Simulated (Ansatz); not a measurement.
GeH4O···H2

```xyz
8

Ge   -0.4438   -0.2328   -0.7842
H    -0.2302    0.9397    3.2302
H     0.7915   -1.0556   -0.3232
H    -0.1062    1.2672   -0.9171
H    -1.0027   -0.8151   -2.1127
O    -1.7390   -0.2604    0.5023
H    -2.0998   -1.1584    0.6369
H    -0.6358    0.6856    2.6544
```

All numbers below come from RKS BLYP-D4/def2-mTZVP (Ansatz).

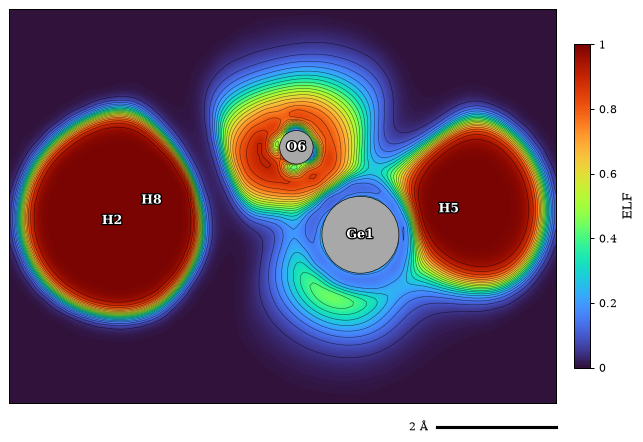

Figure 1. Electron localisation function on the plane of atoms H5, Ge1 and O6. Grey discs cover the atomic cores.

Q: Describe what can be read from this map.

A: Atoms in the plane: Ge, H and O. O6···H8 (2.60 Å): the ELF dips to about 0 between them; a weak contact between the two molecules. Ge–O (1.83 Å): the ELF peaks at about 0.85 in the valence shell of O, 0.6 Å from its nucleus, and is about 0.35 at the midpoint. H–H (0.75 Å): the ELF peaks at about 1 between the atoms. Ge–H (1.55 Å): the ELF climbs to about 1 towards the hydrogen. The ELF also peaks beside O6, away from the bonds: lone-pair regions.

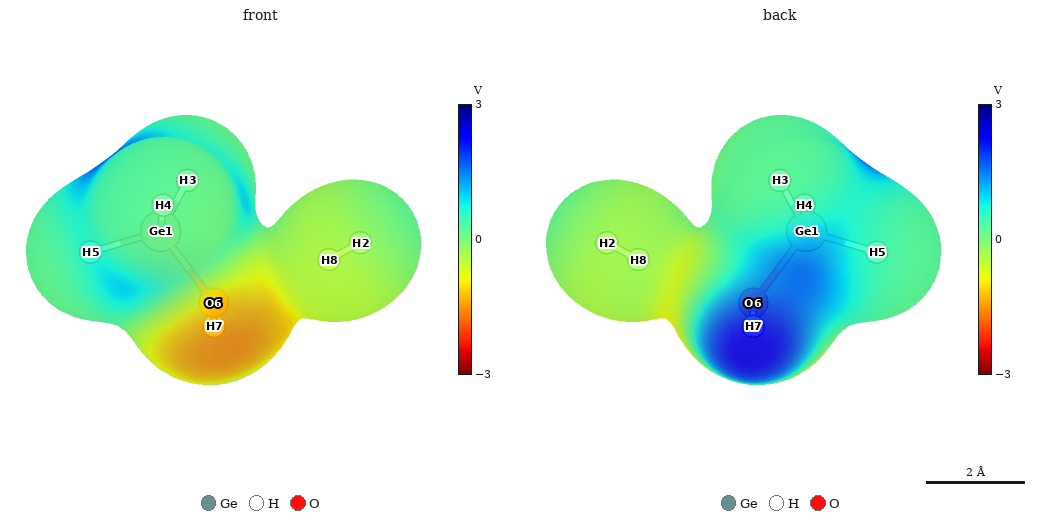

Figure 2. The molecular electrostatic potential painted on the density surface at 0.002 e/bohr³, seen from the front and from behind; the colour scale runs from red (negative) to blue (positive).

Q: Which sites attract a positive test charge, and which a negative one?

A: A positive charge is drawn to the negative regions and a negative charge to the positive ones. The most negative region (about −1.5 V) lies over O6, the most positive (about +2.3 V) over H7. O6 is the likeliest acceptor of a hydrogen bond.

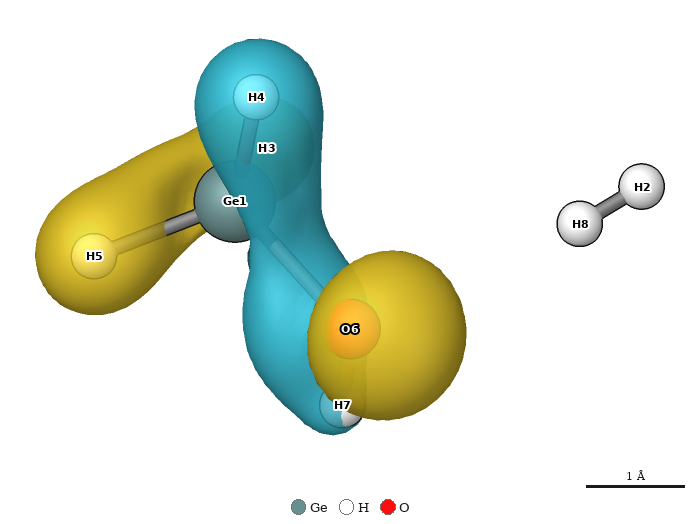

Figure 3. The HOMO−1 at ±0.15 Å⁻³ᐟ² (yellow and cyan are the two phases), seen across its widest extent.

Q: Describe this orbital and give its energy.

A: It lies mainly on O6 (about 50 %), Ge1 (about 20 %), H5 (about 10 %), H4 (about 10 %) and H3 (about 5 %). Its energy is −7.81 eV.
